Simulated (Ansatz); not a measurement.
System: H9NSi3···HCl.

Input

```
crystal:
  periodic: [false, false, false]
  atoms:
    - {symbol: Si, position_ang: [0.052802, -1.690002, -0.528381]}
    - {symbol: Cl, position_ang: [0.701458, 1.534191, -2.682513]}
    - {symbol: H, position_ang: [0.414160, 0.905128, -1.578156]}
    - {symbol: N, position_ang: [-0.025983, -0.057058, 0.100274]}
    - {symbol: Si, position_ang: [1.314807, 0.521059, 1.067657]}
    - {symbol: Si, position_ang: [-1.606546, 0.646625, 0.373507]}
    - {symbol: H, position_ang: [-0.735060, -2.624830, 0.317216]}
    - {symbol: H, position_ang: [-0.476282, -1.723560, -1.912712]}
    - {symbol: H, position_ang: [1.481894, -2.094821, -0.509093]}
    - {symbol: H, position_ang: [1.594075, -0.404382, 2.197127]}
    - {symbol: H, position_ang: [0.922089, 1.849017, 1.605478]}
    - {symbol: H, position_ang: [2.529428, 0.641229, 0.226063]}
    - {symbol: H, position_ang: [-2.573465, -0.124357, -0.449576]}
    - {symbol: H, position_ang: [-1.992228, 0.549398, 1.805946]}
    - {symbol: H, position_ang: [-1.601250, 2.072363, -0.032838]}
basis:
  gaussian: {orbitals: def2-TZVPP}
hamiltonian: {xc: pbe0, dispersion: d4}
output: {orbitals: {seedname: orbitals}}
```

Command:

```sh
ansatz run in.yaml --threads 4 --pin off --events-out ev --progress --plain --max-ram 46080MiB --backend cuda --devices 0, --max-vram 37GiB
```

The product side of a reaction path; geometry: PBE0-D4/def2-TZVP.

Level of theory: Ansatz, RKS PBE0-D4/def2-TZVPP.

### What will maps of the electron density and electron localisation function show?

Si–N (1.75 Å): the density is about 1 e/Å³ at the midpoint; the ELF peaks at about 0.90 between the atoms: a shared but strongly polarised pair.
Si–H (1.49 Å): ρ is about 0.82 e/Å³ halfway; the ELF climbs to about 1 towards the hydrogen, as it does in any bond to H.

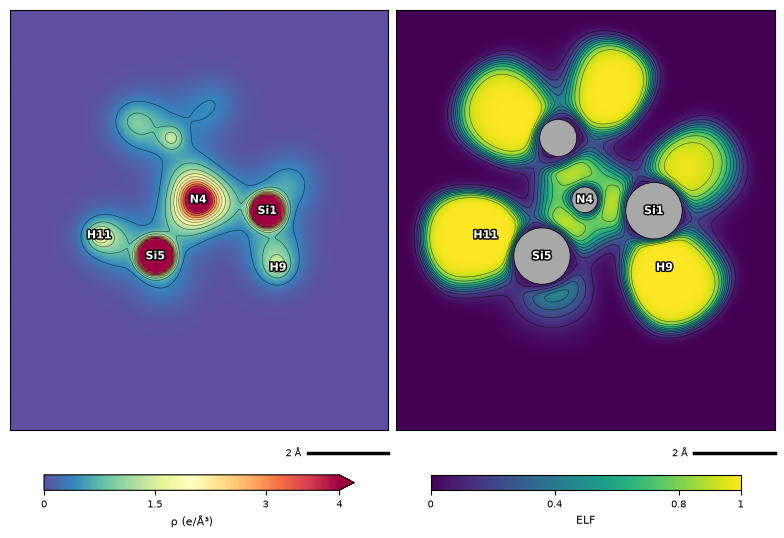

Computed electron density and electron localisation function on the plane of atoms N4, Si5 and H11, in this order. Grey discs cover the atomic cores in the ELF map. 
